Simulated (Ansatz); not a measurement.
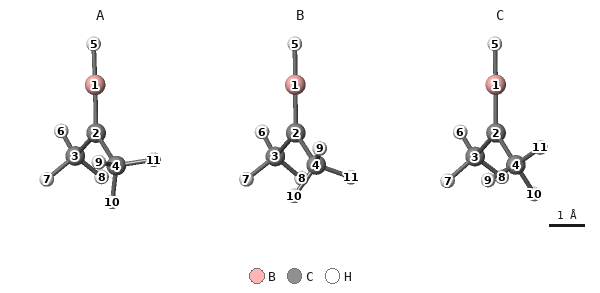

3 geometries from a converged minimum-energy path of C3H7B, shuffled. A ball-and-stick model, seen from a free direction.

Theory: Ansatz, RKS BHLYP-D4/def2-SVPD. Run with 5 movable images; climbing image; force threshold 0.05 eV/Å; iteration limit 60; starting path through a guess of the saddle point.

Question: Which frame is the transition state?

Answer: A. In order along the path, whose images run from 0 to 6: B (image 1, +0.030 eV), A (image 3, +0.121 eV), C (image 5, +0.029 eV). The motion is a rotation about the C2–C4 bond by about 120°, with a turn of about 320° about B1–C2. No bond forms or breaks between the ends. Bond angles that change up to the highest image, for instance: B1–C2–C3 122.2° → 117.7°, B1–C2–C4 122.2° → 126.1°.

Cost: 2.6 min on 2 threads of Intel(R) Xeon(R) Platinum 8259CL CPU @ 2.50GHz (Skylake/Cascade Lake) (shared host), peak memory 0.34 GiB.
